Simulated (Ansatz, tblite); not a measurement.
**Si35H36 atom sphere (Si₃₅H₃₆): a ladder of methods and basis sets**

Aim: run the singlet of Si35H36 atom sphere (Si₃₅H₃₆) at one geometry on many levels, and compare frontier levels, spin and run time.

Computed with Ansatz 0.2.0, Gaussian basis. Level: as each input shows.

Plan: GFN1-xTB, GFN2-xTB, PBE-D4/def2-TZVP, r2SCAN-D4/def2-TZVP, HF/def2-TZVP, PBE-D4/def2-SVP, PBE0-D4/def2-SVP, HF/STO-3G, HF/6-31G, B3LYP-D4/6-31G, MP2/def2-SVP.

1 further run of the same task is left out (set aside as unsound or not needed). Runs told in other sessions of the task aren't counted.

## (1) The relaxed structure

The geometry is that of the singlet, from an earlier relaxation (r2SCAN-D4/def2-SVP).

71 atoms, charge 0, spin multiplicity 1.

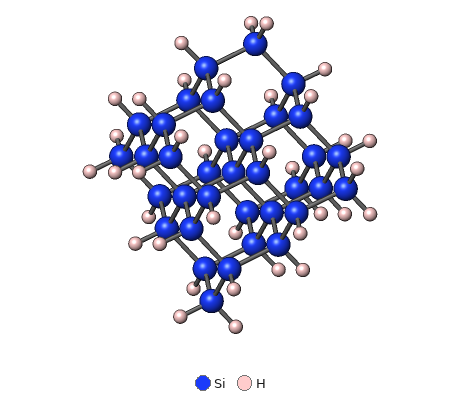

The geometry (silicon blue, hydrogen pink).

PBE0-D4/def2-TZVP was run before; its log isn't repeated, and its numbers join the tables.

## (2) GFN1-xTB

Tight binding, by tblite at 300 K electronic temperature and without a spin-polarisation term:

```python
tblite.interface.Calculator('GFN1-xTB', numbers, positions, charge=0, uhf=0).singlepoint()
```

Energy -2280.7248 eV, HOMO -11.34 eV, LUMO -8.89 eV; 1.2 s.

## (3) GFN2-xTB

Tight binding, by tblite at 300 K electronic temperature and without a spin-polarisation term:

```python
tblite.interface.Calculator('GFN2-xTB', numbers, positions, charge=0, uhf=0).singlepoint()
```

Energy -2129.2316 eV, HOMO -8.61 eV, LUMO -5.93 eV; 1.5 s.

## (4) PBE-D4/def2-TZVP

start.molden holds the orbitals of an earlier run on this state, given as this run's starting guess.

The input, in.yaml:

```yaml
crystal:
  periodic: [false, false, false]
  atoms:
    - {symbol: Si, position_ang: [-2.712625, -2.711050, -0.009776]}
    - {symbol: Si, position_ang: [-2.711319, -0.006098, -2.713838]}
    - {symbol: Si, position_ang: [-5.444949, 0.001064, -0.000675]}
    - {symbol: Si, position_ang: [-2.712944, 0.009064, 2.710415]}
    - {symbol: Si, position_ang: [-2.710420, 2.712530, 0.004569]}
    - {symbol: Si, position_ang: [-0.006006, -2.711142, -2.714100]}
    - {symbol: Si, position_ang: [-0.005598, -5.444581, 0.001389]}
    - {symbol: Si, position_ang: [0.003215, -2.711510, 2.712654]}
    - {symbol: Si, position_ang: [2.709922, -2.714759, 0.007923]}
    - {symbol: Si, position_ang: [0.004197, -0.000877, -5.445626]}
    - {symbol: Si, position_ang: [0.008853, 2.711990, -2.712693]}
    - {symbol: Si, position_ang: [2.714330, 0.006836, -2.711459]}
    - {symbol: Si, position_ang: [0.000918, -0.000714, -0.000583]}
    - {symbol: Si, position_ang: [-0.006299, 2.711709, 2.711099]}
    - {symbol: Si, position_ang: [2.711144, -0.009667, 2.713236]}
    - {symbol: Si, position_ang: [2.713148, 2.711131, -0.006352]}
    - {symbol: Si, position_ang: [-0.002020, 0.001348, 5.445336]}
    - {symbol: Si, position_ang: [0.002822, 5.444873, 0.000999]}
    - {symbol: Si, position_ang: [5.444231, -0.000901, 0.004604]}
    - {symbol: Si, position_ang: [-4.082226, -1.353395, -1.357169]}
    - {symbol: Si, position_ang: [-1.355257, -4.080281, -1.358101]}
    - {symbol: Si, position_ang: [-1.354250, -1.354016, -4.083563]}
    - {symbol: Si, position_ang: [-1.358211, -1.355894, 1.355350]}
    - {symbol: Si, position_ang: [-1.354915, 1.356213, -1.357941]}
    - {symbol: Si, position_ang: [-4.081659, 1.357581, 1.352960]}
    - {symbol: Si, position_ang: [-1.355820, 1.356418, 4.080786]}
    - {symbol: Si, position_ang: [-1.354152, 4.081442, 1.353986]}
    - {symbol: Si, position_ang: [1.357899, -1.357447, -1.357307]}
    - {symbol: Si, position_ang: [1.350718, -4.082227, 1.356336]}
    - {symbol: Si, position_ang: [1.351975, -1.355713, 4.082783]}
    - {symbol: Si, position_ang: [4.080070, -1.358664, 1.356278]}
    - {symbol: Si, position_ang: [1.357780, 1.355172, -4.081582]}
    - {symbol: Si, position_ang: [1.356711, 4.081024, -1.354925]}
    - {symbol: Si, position_ang: [4.083640, 1.354095, -1.353379]}
    - {symbol: Si, position_ang: [1.357612, 1.355364, 1.356941]}
    - {symbol: H, position_ang: [-3.571112, -3.571088, 0.875798]}
    - {symbol: H, position_ang: [-3.569136, 0.881681, -3.572204]}
    - {symbol: H, position_ang: [-6.318011, -0.861928, 0.862235]}
    - {symbol: H, position_ang: [-6.322949, 0.861432, -0.861135]}
    - {symbol: H, position_ang: [-3.572206, -0.877287, 3.568827]}
    - {symbol: H, position_ang: [-3.567968, 3.571595, -0.882815]}
    - {symbol: H, position_ang: [0.879980, -3.569812, -3.573474]}
    - {symbol: H, position_ang: [-0.872311, -6.314722, 0.863552]}
    - {symbol: H, position_ang: [0.855046, -6.325382, -0.855907]}
    - {symbol: H, position_ang: [-0.884642, -3.569260, 3.570995]}
    - {symbol: H, position_ang: [3.568184, -3.575867, -0.876803]}
    - {symbol: H, position_ang: [-0.854067, 0.859964, -6.325303]}
    - {symbol: H, position_ang: [0.867445, -0.865049, -6.317199]}
    - {symbol: H, position_ang: [-0.877397, 3.570820, -3.571624]}
    - {symbol: H, position_ang: [3.573263, -0.879135, -3.570591]}
    - {symbol: H, position_ang: [0.880172, 3.570867, 3.569490]}
    - {symbol: H, position_ang: [3.570730, 0.875992, 3.572031]}
    - {symbol: H, position_ang: [3.571309, 3.570359, 0.880295]}
    - {symbol: H, position_ang: [-0.864178, -0.859102, 6.321582]}
    - {symbol: H, position_ang: [0.860324, 0.863106, 6.320132]}
    - {symbol: H, position_ang: [-0.856932, 6.323232, -0.859720]}
    - {symbol: H, position_ang: [0.865971, 6.317406, 0.864266]}
    - {symbol: H, position_ang: [6.324500, -0.860072, -0.854751]}
    - {symbol: H, position_ang: [6.315123, 0.861883, 0.869964]}
    - {symbol: H, position_ang: [-4.933330, -2.228971, -2.233173]}
    - {symbol: H, position_ang: [-2.231787, -4.929885, -2.234622]}
    - {symbol: H, position_ang: [-2.229408, -2.230450, -4.934658]}
    - {symbol: H, position_ang: [-4.931717, 2.235015, 2.228087]}
    - {symbol: H, position_ang: [-2.232063, 2.233679, 4.929889]}
    - {symbol: H, position_ang: [-2.230649, 4.931201, 2.230366]}
    - {symbol: H, position_ang: [2.226188, -4.933358, 2.232436]}
    - {symbol: H, position_ang: [2.226631, -2.232900, 4.933618]}
    - {symbol: H, position_ang: [4.930515, -2.235022, 2.232150]}
    - {symbol: H, position_ang: [2.234279, 2.231037, -4.931894]}
    - {symbol: H, position_ang: [2.233648, 4.931335, -2.230354]}
    - {symbol: H, position_ang: [4.936009, 2.229736, -2.228090]}
basis:
  gaussian: {orbitals: def2-TZVP, fitting: {mean_field: def2-universal-jkfit}, initial_orbitals: start.molden}
hamiltonian: {xc: pbe, dispersion: d4}
scf: {omitted_lower_state_checks: [starts]}
output: {orbitals: {seedname: orbitals}}
```

Launch:

```console
$ ansatz run in.yaml --threads 11 --pin off --events-out ev --progress --plain --max-ram 174080MiB --backend cuda --devices 0, --max-vram 75GiB
```

The log of the run:

```text
Functional definition: PBE
  name "PBE"
  cite "Perdew, Burke & Ernzerhof, Phys. Rev. Lett. 77, 3865 (1996) doi:10.1103/PhysRevLett.77.3865"
  parent pbe
  parameter kappa = 0.804
  parameter beta = 0.06672455060314922
  exchange = pbe_x(kappa = kappa, mu = beta*pi^2/3)
  correlation = pbe_c(beta = beta)
these checks for a lower state are left out or cut short: starts
5128 factors; integrals over basis functions are off by at most 5.6e-1 eV
mean field evaluation 1: about -276183.5710 eV, gradient 3.6e1 eV
mean field evaluation 2: about -276184.5880 eV, gradient 1.4e0 eV
mean field evaluation 4: about -276184.5032 eV, gradient 3.0e-1 eV
mean field evaluation 8: about -276184.5036 eV, gradient 2.6e-5 eV
mean field -276184.50364215 eV, -10149.5933042686 hartree, gradient 2.6e-5 eV, S^2 0.000000; 0 other end points of the search recorded, 0 dependent functions left out
reference -276184.50377540 eV, -10149.5933091657 hartree; 263, 263 occupied and 1248, 1248 virtual orbitals, 5128 factors
Total energy: -276191.30283663 eV, -10149.8431700571 hartree
Checks for a lower state left out: starts
```

It took 14 s on 1 × H100 with 11 threads of AMD EPYC 7R13, shared host; peak host memory 1.7 GiB.

HOMO -6.09 eV, LUMO -2.53 eV.

## (5) r2SCAN-D4/def2-TZVP

Changes to in.yaml since step 4:

```diff
@@ -76,4 +76,4 @@
   gaussian: {orbitals: def2-TZVP, fitting: {mean_field: def2-universal-jkfit}, initial_orbitals: start.molden}
-hamiltonian: {xc: pbe, dispersion: d4}
+hamiltonian: {xc: r2scan, dispersion: d4}
 scf: {omitted_lower_state_checks: [starts]}
-output: {orbitals: {seedname: orbitals}}
+output: {forces: true, orbitals: {seedname: orbitals}}
```

Same command.

The log of the run, shortened:

```text
Functional definition: r2SCAN
  name "r2SCAN"
  cite "Furness, Kaplan, Ning, Perdew & Sun, J. Phys. Chem. Lett. 11, 8208 (2020) doi:10.1021/acs.jpclett.0c02405"
  cite "Furness, Kaplan, Ning, Perdew & Sun, J. Phys. Chem. Lett. 11, 9248 (2020) doi:10.1021/acs.jpclett.0c03077"
  parent r2scan
[...]
5128 factors; integrals over basis functions are off by at most 5.6e-1 eV
[...]
mean field -276302.48584236 eV, -10153.9290701554 hartree, gradient 2.5e-5 eV, S^2 0.000000; 0 other end points of the search recorded, 0 dependent functions left out
[...]
reference -276302.48588602 eV, -10153.9290717596 hartree; 263, 263 occupied and 1248, 1248 virtual orbitals, 5128 factors
Total energy: -276304.51443762 eV, -10154.0036196561 hartree
Atom 0 at    -2.712625    -2.711050    -0.009776 Å, force    -0.029384    -0.028947    -0.001296 eV/Å
[...]
Atom 62 at    -4.931717     2.235015     2.228087 Å, force     0.070680    -0.072968    -0.072030 eV/Å
Atom 63 at    -2.232063     2.233679     4.929889 Å, force     0.072446    -0.072832    -0.070395 eV/Å
Atom 64 at    -2.230649     4.931201     2.230366 Å, force     0.072603    -0.070493    -0.072633 eV/Å
Atom 65 at     2.226188    -4.933358     2.232436 Å, force    -0.072534     0.071027    -0.072421 eV/Å
Atom 66 at     2.226631    -2.232900     4.933618 Å, force    -0.072144     0.072847    -0.070942 eV/Å
Atom 67 at     4.930515    -2.235022     2.232150 Å, force    -0.071367     0.072617    -0.072109 eV/Å
Atom 68 at     2.234279     2.231037    -4.931894 Å, force    -0.072333    -0.072551     0.071271 eV/Å
Atom 69 at     2.233648     4.931335    -2.230354 Å, force    -0.072538    -0.071176     0.072219 eV/Å
Atom 70 at     4.936009     2.229736    -2.228090 Å, force    -0.071658    -0.072700     0.072041 eV/Å
Dipole moment:    -0.000327    -0.000002    -0.000791 e Å
Checks for a lower state left out: starts
```

It took 18 s on 1 × H100 with 11 threads of AMD EPYC 7R13, shared host; peak host memory 1.9 GiB.

Report: HOMO -6.30 eV, LUMO -2.43 eV.

## (6) HF/def2-TZVP

Changes to in.yaml since step 5:

```diff
@@ -76,3 +76,3 @@
   gaussian: {orbitals: def2-TZVP, fitting: {mean_field: def2-universal-jkfit}, initial_orbitals: start.molden}
-hamiltonian: {xc: r2scan, dispersion: d4}
+hamiltonian: {xc: hf}
 scf: {omitted_lower_state_checks: [starts]}
```

Same command.

The log of the run, shortened:

```text
Functional definition: HF
  name "HF"
  cite "Fock, Z. Phys. 61, 126 (1930) doi:10.1007/BF01340294"
  parent pbe
[...]
5128 factors; integrals over basis functions are off by at most 5.6e-1 eV
[...]
mean field -275767.99393494 eV, -10134.2868548490 hartree, gradient 1.7e-5 eV, S^2 0.000000; 0 other end points of the search recorded, 0 dependent functions left out
[...]
reference -275767.99393494 eV, -10134.2868548490 hartree; 263, 263 occupied and 1248, 1248 virtual orbitals, 5128 factors
Total energy: -275767.99393494 eV, -10134.2868548490 hartree
Atom 0 at    -2.712625    -2.711050    -0.009776 Å, force    -0.341893    -0.340971     0.218313 eV/Å
Atom 1 at    -2.711319    -0.006098    -2.713838 Å, force    -0.340872     0.219559    -0.341095 eV/Å
Atom 2 at    -5.444949     0.001064    -0.000675 Å, force    -0.650140    -0.000511    -0.000393 eV/Å
[...]
Atom 62 at    -4.931717     2.235015     2.228087 Å, force     0.182921    -0.196159    -0.194805 eV/Å
Atom 63 at    -2.232063     2.233679     4.929889 Å, force     0.195406    -0.195989    -0.182385 eV/Å
Atom 64 at    -2.230649     4.931201     2.230366 Å, force     0.195530    -0.182641    -0.195676 eV/Å
Atom 65 at     2.226188    -4.933358     2.232436 Å, force    -0.195382     0.183447    -0.195232 eV/Å
Atom 66 at     2.226631    -2.232900     4.933618 Å, force    -0.194812     0.195951    -0.183256 eV/Å
Atom 67 at     4.930515    -2.235022     2.232150 Å, force    -0.183782     0.195449    -0.194990 eV/Å
Atom 68 at     2.234279     2.231037    -4.931894 Å, force    -0.195273    -0.195357     0.183653 eV/Å
Atom 69 at     2.233648     4.931335    -2.230354 Å, force    -0.195591    -0.183500     0.194876 eV/Å
Atom 70 at     4.936009     2.229736    -2.228090 Å, force    -0.184378    -0.195641     0.194640 eV/Å
Dipole moment:    -0.000521     0.000089    -0.001088 e Å
Checks for a lower state left out: starts
```

It took 20 s on 1 × H100 with 11 threads of AMD EPYC 7R13, shared host; peak host memory 5.8 GiB.

HOMO -9.13 eV, LUMO 1.25 eV.

## (7) PBE-D4/def2-SVP

Changes to in.yaml since step 6:

```diff
@@ -75,5 +75,5 @@
 basis:
-  gaussian: {orbitals: def2-TZVP, fitting: {mean_field: def2-universal-jkfit}, initial_orbitals: start.molden}
-hamiltonian: {xc: hf}
+  gaussian: {orbitals: def2-SVP, fitting: {mean_field: def2-universal-jkfit}, initial_orbitals: start.molden}
+hamiltonian: {xc: pbe, dispersion: d4}
 scf: {omitted_lower_state_checks: [starts]}
-output: {forces: true, orbitals: {seedname: orbitals}}
+output: {orbitals: {seedname: orbitals}}
```

The command is unchanged.

The log of the run:

```text
Functional definition: PBE
  name "PBE"
  cite "Perdew, Burke & Ernzerhof, Phys. Rev. Lett. 77, 3865 (1996) doi:10.1103/PhysRevLett.77.3865"
  parent pbe
  parameter kappa = 0.804
  parameter beta = 0.06672455060314922
  exchange = pbe_x(kappa = kappa, mu = beta*pi^2/3)
  correlation = pbe_c(beta = beta)
these checks for a lower state are left out or cut short: starts
5128 factors; integrals over basis functions are off by at most 3.1e-1 eV
mean field evaluation 1: about -276089.1197 eV, gradient 2.1e1 eV
mean field evaluation 2: about -276090.3201 eV, gradient 1.1e0 eV
mean field evaluation 4: about -276090.1832 eV, gradient 2.2e-1 eV
mean field evaluation 8: about -276090.1835 eV, gradient 9.1e-6 eV
mean field -276090.18345471 eV, -10146.1271013127 hartree, gradient 9.1e-6 eV, S^2 0.000000; 0 other end points of the search recorded, 0 dependent functions left out
reference -276090.18355345 eV, -10146.1271049413 hartree; 263, 263 occupied and 547, 547 virtual orbitals, 5128 factors
Total energy: -276096.98261467 eV, -10146.3769658326 hartree
Checks for a lower state left out: starts
```

It took 7.5 s on 1 × H100 with 11 threads of AMD EPYC 7R13, shared host; peak host memory 1.4 GiB.

From the report: HOMO -6.08 eV, LUMO -2.40 eV.

[end of part 1 of 2]
